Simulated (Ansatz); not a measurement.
# Run report: Si2H5F, frequency calculation

The run: frequency calculation of Si2H5F. Method and program: RKS PBE0-D4/def2-TZVP (Ansatz 0.2.0).

The geometry comes from this level: PBE0-D4/def2-TZVP. Figures and captions count atoms from 1; the log counts them from 0 in places.

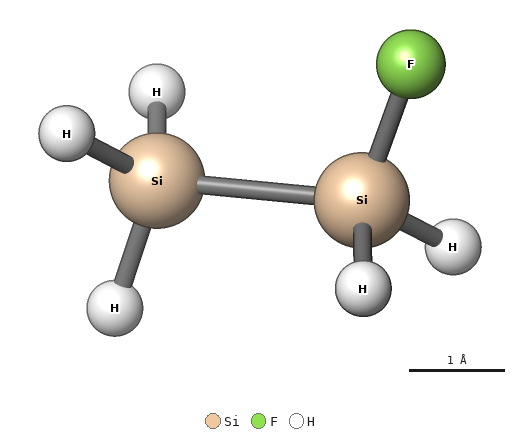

The structure (ball-and-stick view, seen at a tilt). Bond lengths as drawn: F–Si 1.61 Å, H–Si 1.49 Å and Si–Si 2.34 Å.

## Input
```yaml
crystal:
  periodic: [false, false, false]
  atoms:
    - {symbol: Si, position_ang: [-1.370870, -0.160764, -0.335154]}
    - {symbol: F, position_ang: [-0.836903, -1.658899, -0.563645]}
    - {symbol: H, position_ang: [-1.144578, 0.597454, -1.593552]}
    - {symbol: H, position_ang: [-2.832483, -0.236118, -0.074974]}
    - {symbol: Si, position_ang: [-0.235657, 0.819749, 1.463948]}
    - {symbol: H, position_ang: [-0.467267, 0.048416, 2.713498]}
    - {symbol: H, position_ang: [1.224284, 0.884008, 1.190931]}
    - {symbol: H, position_ang: [-0.755727, 2.202758, 1.644898]}
basis:
  gaussian: {orbitals: def2-TZVP}
hamiltonian: {xc: pbe0, dispersion: d4}
phonons: {temperatures: {t_min: 298.15, t_max: 900, t_step: 200}}
```

Command:
```bash
ansatz run in.yaml --threads 4 --pin off --events-out ev --progress --plain --max-ram 9574MiB
```

## Output
```
Functional definition: PBE0
  name "PBE0"
  cite "Adamo & Barone, J. Chem. Phys. 110, 6158 (1999) doi:10.1063/1.478522"
  cite "Perdew, Burke & Ernzerhof, Phys. Rev. Lett. 77, 3865 (1996) doi:10.1103/PhysRevLett.77.3865"
  parent pbe
  parameter a = 0.25
  parameter kappa = 0.804
  parameter beta = 0.06672455060314922
  exchange = (1 - a)*pbe_x(kappa = kappa, mu = beta*pi^2/3) + a*exact_x
  correlation = pbe_c(beta = beta)
912 factors; their error is unknown
mean field evaluation 1: about -18545.7351 eV, gradient 3.1e1 eV
mean field evaluation 2: about -18544.1644 eV, gradient 4.7e1 eV
mean field evaluation 4: about -18547.1361 eV, gradient 7.9e-1 eV
mean field evaluation 8: about -18547.2154 eV, gradient 1.3e-1 eV
mean field -18547.21545855 eV, -681.5975963475 hartree, gradient 2.1e-5 eV, S^2 0.000000; 0 other end points of the search recorded, 0 dependent functions left out
the calculation of the forces begins
reference -18547.21549028 eV, -681.5975975137 hartree; 21, 21 occupied and 114, 114 virtual orbitals, 912 factors
these checks for a lower state are left out or cut short: stability, starts, cluster_reference, orbital_swaps, neighbouring_geometries, increment
912 factors; their error is unknown
mean field evaluation 16: about -18547.1372 eV, gradient 1.7e-1 eV
mean field -18547.21534937 eV, -681.5975923352 hartree, gradient 2.1e-6 eV, S^2 0.000000; 0 other end points of the search recorded, 0 dependent functions left out
[... from here on the field's lines of each further geometry are left out, up to the last ...]
the calculation of the forces begins
reference -18547.21548705 eV, -681.5975973947 hartree; 21, 21 occupied and 114, 114 virtual orbitals, 912 factors
these checks for a lower state are left out or cut short: stability, starts, cluster_reference, orbital_swaps, neighbouring_geometries, increment
912 factors; their error is unknown
mean field -18547.21544955 eV, -681.5975960167 hartree, gradient 1.3e-6 eV, S^2 0.000000; 0 other end points of the search recorded, 0 dependent functions left out
the calculation of the forces begins
reference -18547.21548128 eV, -681.5975971830 hartree; 21, 21 occupied and 114, 114 virtual orbitals, 912 factors
Total energy: -18547.33035418 eV, -681.6018186842 hartree
Atom 0 at    -1.370870    -0.160764    -0.335154 Å, force    -0.002063     0.002371    -0.001097 eV/Å
Atom 1 at    -0.836903    -1.658899    -0.563645 Å, force    -0.000296     0.001552    -0.000052 eV/Å
Atom 2 at    -1.144578     0.597454    -1.593552 Å, force    -0.000476    -0.002402     0.001272 eV/Å
Atom 3 at    -2.832483    -0.236118    -0.074974 Å, force     0.002563    -0.000341    -0.000639 eV/Å
Atom 4 at    -0.235657     0.819749     1.463948 Å, force     0.002016     0.000129     0.001823 eV/Å
Atom 5 at    -0.467267     0.048416     2.713498 Å, force    -0.000021    -0.000096    -0.000106 eV/Å
Atom 6 at     1.224284     0.884008     1.190931 Å, force    -0.000804    -0.000629    -0.000292 eV/Å
Atom 7 at    -0.755727     2.202758     1.644898 Å, force    -0.000918    -0.000584    -0.000909 eV/Å
Dipole moment:    -0.058825     0.243485     0.068239 e Å
Vibrations: 100.73 163.19 352.98 411.57 513.10 612.78 736.76 838.33 852.46 906.62 932.23 939.76 953.81 2212.92 2223.90 2225.24 2229.09 2237.04 cm⁻¹, zero-point energy 1.205282 eV
```

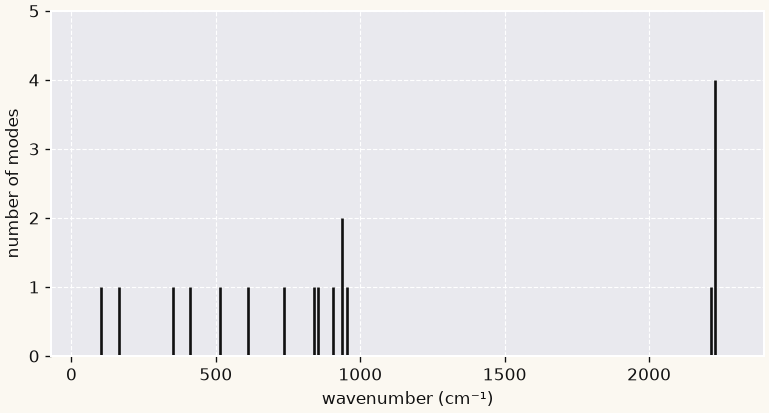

Harmonic vibrational wavenumbers from the force constants; neighbouring modes closer than 10 cm⁻¹ are counted in one stick. 18 modes from 101 to 2237 cm⁻¹, none imaginary.

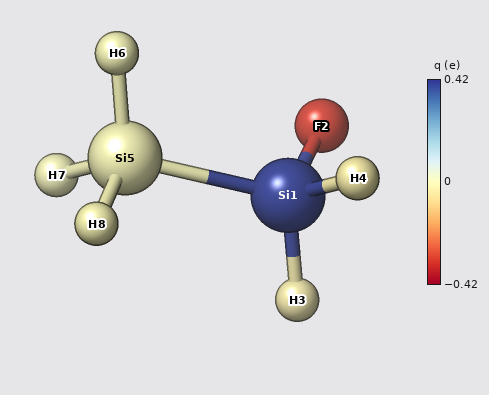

Mulliken charges, as the colour of each atom (ball-and-stick view, seen at a tilt; atoms are numbered from 1 in the order of the input). By element: Si −0.01 to +0.40, F −0.32 and H −0.03 to 0.00 e.

## Results in brief

| quantity | value |
| --- | --- |
| outcome | converged |
| total energy | −18547.3304 eV |
| mean-field energy | −18547.2155 eV |
| dispersion energy | −0.1149 eV |
| largest force (length of the vector) | 0.003 eV/Å |
| dipole moment | 1.25 D |
| hardware | 4 threads of Arm Neoverse V1, 23 GiB of memory available, shared host |
| wall time | 37 s (CPU time 2.2 min) |
| peak memory | 0.53 GiB |
